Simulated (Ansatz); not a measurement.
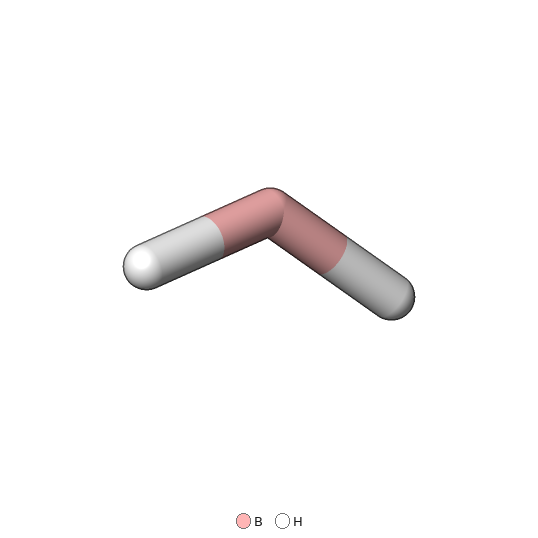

Starting geometry of the run.

Input file:

```yaml
crystal:
  periodic: [false, false, false]
  atoms:
    - {symbol: B, position_ang: [1.393164, -0.193224, 0.643539]}
    - {symbol: H, position_ang: [1.496737, 0.924594, 1.042101]}
    - {symbol: H, position_ang: [1.897771, -0.708500, -0.304625]}
basis:
  gaussian: {orbitals: def2-TZVP}
magnetization: {spin_polarized: true, initial_magnetization: 1}
hamiltonian: {xc: pbe0, dispersion: d4}
phonons: {temperatures: {t_min: 298.15, t_max: 900, t_step: 200}}
```

Result (its end):

```
mean field -704.62410243 eV, -25.8944581529 hartree, gradient 1.9e-6 eV, S^2 0.751910; 0 other end points of the search recorded, 0 dependent functions left out
the calculation of the forces begins
reference -704.62412914 eV, -25.8944591343 hartree; 4, 3 occupied and 39, 40 virtual orbitals, 257 factors
these checks for a lower state are left out or cut short: stability, starts, cluster_reference, orbital_swaps, neighbouring_geometries, increment
257 factors; their error is unknown
mean field -704.62409640 eV, -25.8944579313 hartree, gradient 1.7e-6 eV, S^2 0.751915; 0 other end points of the search recorded, 0 dependent functions left out
the calculation of the forces begins
reference -704.62412311 eV, -25.8944589128 hartree; 4, 3 occupied and 39, 40 virtual orbitals, 257 factors
Total energy: -704.63335486 eV, -25.8947981736 hartree
Atom 0 at     1.393164    -0.193224     0.643539 Å, force    -0.001404    -0.001884     0.001029 eV/Å
Atom 1 at     1.496737     0.924594     1.042101 Å, force     0.000957     0.000278    -0.001189 eV/Å
Atom 2 at     1.897771    -0.708500    -0.304625 Å, force     0.000447     0.001606     0.000160 eV/Å
Dipole moment:     0.062421     0.061849    -0.056406 e Å
Vibrations: 979.23 2586.10 2757.38 cm⁻¹, zero-point energy 0.391958 eV
```
